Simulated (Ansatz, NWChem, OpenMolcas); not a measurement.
# Errors in the dipole moment

8 molecules holding an element from Na to Cl; the dipole moment in D, computed less measured. Shapes, held fixed at every level: PBE0-D4/def2-TZVP. No vibrational averaging. Dipoles are compared by magnitude; molecules under 1 D, whose direction can flip, are left out. Programs: Ansatz 0.2.0, NWChem 7.3.0, OpenMolcas 26.06. A level may come from different programs for different species; with the same settings they agree closely. Measured values: NIST CCCBDB.

Levels: A = HF/def2-SVP; B = B3LYP/6-31G* (spherical functions); C = wB97M-V/def2-TZVPP.

```csv
molecule,measured,A,B,C
NS (Mononitrogen monosulfide),1.81,-0.17,-0.08,+0.11
SO2 (sulfur dioxide),1.63,+0.66,+0.08,+0.17
SCl2O2 (sulfuryl chloride),1.81,+0.48,-0.33,+0.14
SiH3Cl (chlorosilane),1.31,+0.26,+0.37,-0.07
SO2F2 (sulfuryl fluoride),1.12,+0.01,+0.06,+0.04
C2H3Cl (SMILES C=CCl),1.45,+0.15,+0.06,-0.07
C2H3ClO (acetyl chloride),2.72,+0.33,+0.05,+0.06
C2H6S (SMILES CSC),1.50,+0.16,+0.20,+0.01
```

Problem. Sum up the errors.

Solution. 
```csv
level,kind,mean error,mean absolute error,worst case
HF/def2-SVP,Hartree–Fock,+0.235,0.278,SO2
B3LYP/6-31G* (spherical functions),global hybrid,+0.051,0.154,SiH3Cl
wB97M-V/def2-TZVPP,range-separated hybrid,+0.049,0.084,SO2
```

On this set wB97M-V/def2-TZVPP has the smallest mean absolute error and HF/def2-SVP the largest. HF/def2-SVP is too high in 7 of 8; B3LYP/6-31G* (spherical functions) is too high in 6 of 8; wB97M-V/def2-TZVPP is too high in 6 of 8. The levels differ in basis as well as in method. Spin contamination: NS (⟨S²⟩ up to 1.14). Open shells run unrestricted. The set is small.

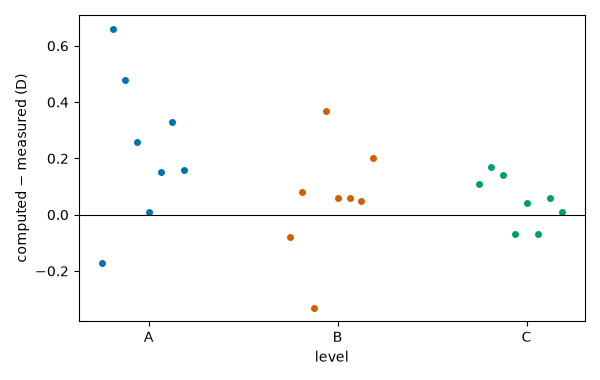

Errors of each level, one point a molecule.
